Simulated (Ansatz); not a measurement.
BClF₂···HBr

```csv
atom,x (Å),y (Å),z (Å)
B,-0.8366,-0.7614,0.2329
Cl,-1.7159,0.4656,-0.6440
F,-0.3110,-1.7788,-0.4029
F,-0.7481,-0.7045,1.5385
H,1.4834,1.9101,-0.7229
Br,2.1280,0.8688,-0.0016
```

The reactant side of a reaction path; geometry: PBE0-D4/def2-TZVP.

All numbers below come from RKS PBE0-D4/def2-TZVPP (Ansatz 0.2.0).

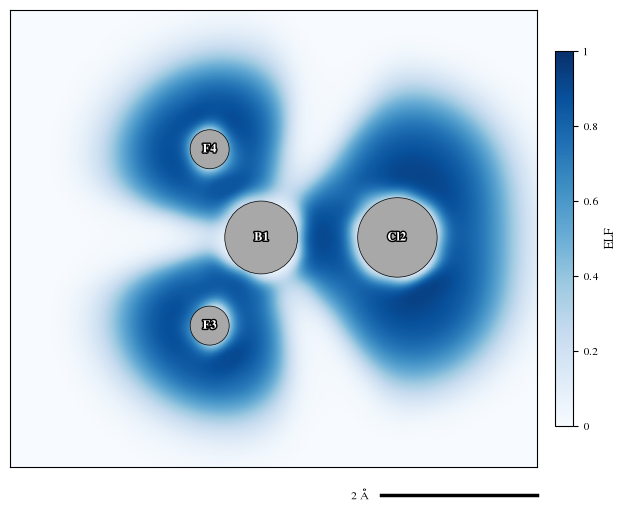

Figure 1. ELF on the plane of atoms Cl2, B1 and F4. Grey discs cover the atomic cores.

**Interpret the plot.**

Atoms in the plane: B, Cl and F. B–F (1.31 Å): the ELF peaks at about 0.85 between the atoms; a shared but strongly polarised pair. B–Cl (1.75 Å): the ELF peaks at about 0.90 between the atoms (a polar covalent bond). The ELF also peaks beside F3, Cl2 and F4, away from the bonds: lone-pair regions.

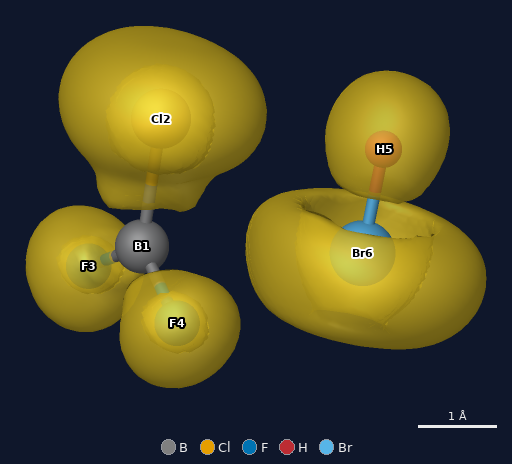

Figure 2. Isosurface of the electron localisation function at 0.75 (yellow), seen at an oblique angle. Only the valence region is drawn (cores and ρ < 0.01 e/Å³ removed).

**What do the ELF domains correspond to?**

The ELF exceeds this value in one region around a hydrogen nucleus, one region on Cl in which the atom's valence shell and bonds are merged, two regions on F in which the atom's valence shell and bonds are merged and one ring or bowl of non-bonding electrons around Br. Along the contacts the grid gives the following. B1···Br6 (3.39 Å): the ELF dips to about 0.05 between them (a non-bonded, intermolecular contact).

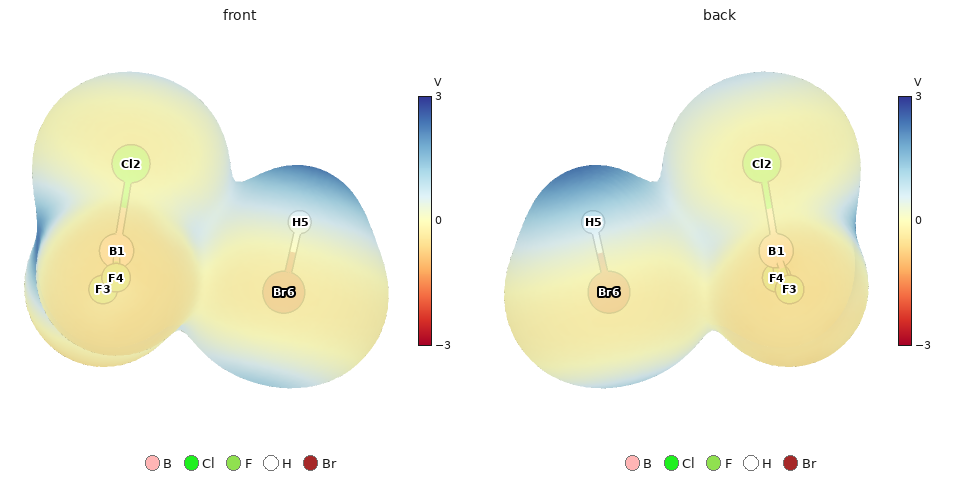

Figure 3. The electrostatic potential painted on the density surface at 0.002 e/bohr³, seen from the front and from behind; red is negative and blue positive.

**Which sites attract a positive test charge, and which a negative one?**

A positive charge is drawn to the negative regions and a negative charge to the positive ones. The most negative region (about −0.5 V) lies over F3 and F4, the most positive (about +2.2 V) over B1 and H5. Cl2 shows a σ-hole: about +0.7 V at the tip opposite its bond, against about +0.2 V on its flanks. Br6 shows a σ-hole: about +1.1 V at the tip opposite its bond, against about −0.2 V on its flanks.
